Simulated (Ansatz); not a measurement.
System: ClH$_{3}$Sn···H$_{2}$O$_{2}$.

The calculation's input:

```
crystal:
  periodic: [false, false, false]
  atoms:
    - { symbol: Sn, position_ang: [-0.196994, 0.218766, -1.532779] }
    - { symbol: Cl, position_ang: [2.009292, -0.495554, -0.914725] }
    - { symbol: H, position_ang: [-0.685349, -0.92522, -2.720845] }
    - { symbol: H, position_ang: [-1.281598, 0.338763, -0.218114] }
    - { symbol: H, position_ang: [0.109271, 1.766069, -2.227481] }
    - { symbol: H, position_ang: [0.943613, -0.881118, 1.449441] }
    - { symbol: O, position_ang: [-0.021414, -0.934298, 1.612554] }
    - { symbol: O, position_ang: [-0.358526, 0.434438, 1.792182] }
    - { symbol: H, position_ang: [-0.518294, 0.478155, 2.759869] }
basis:
  gaussian: { orbitals: def2-SVP }
hamiltonian:
  xc: lda
relax:
  f_tol: 0.03
  max_steps: 50
output:
  orbitals: {}
```

Launched as:

```sh
ansatz run input.yaml --threads 2 --pin off --max-ram 3072MiB --backend cpu --events-out ev --progress --plain --runs-dir out
```

The fields are those of the relaxed geometry.

Core potentials replace the inner electrons of Sn.

Level of theory: Ansatz 0.2.0, RKS LDA/def2-SVP.

### Predict the electron density and electron localisation function between the atoms.

O–O (1.42 Å): ρ is about 2 e/Å³ halfway; the ELF peaks at about 0.75 between the atoms: localised, covalent bonding.
O–H (0.98 Å): the density is about 3.7 e/Å³ at the midpoint; the ELF climbs to about 1 towards the hydrogen, as it does in any bond to H: an ordinary covalent bond to hydrogen.

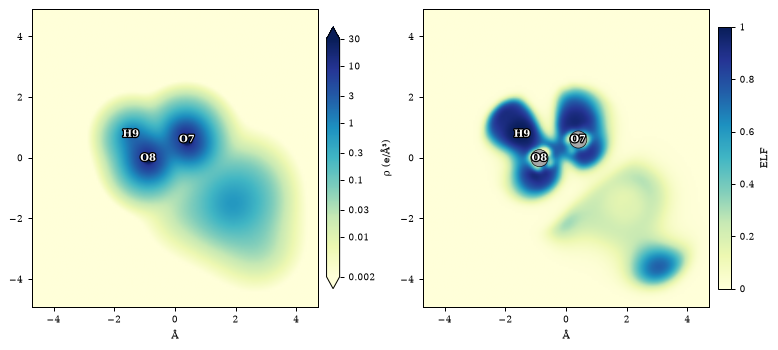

Computed electron density and electron localisation function on the plane of atoms O7, O8 and H9, in this order. Grey discs cover the atomic cores in the ELF map. 
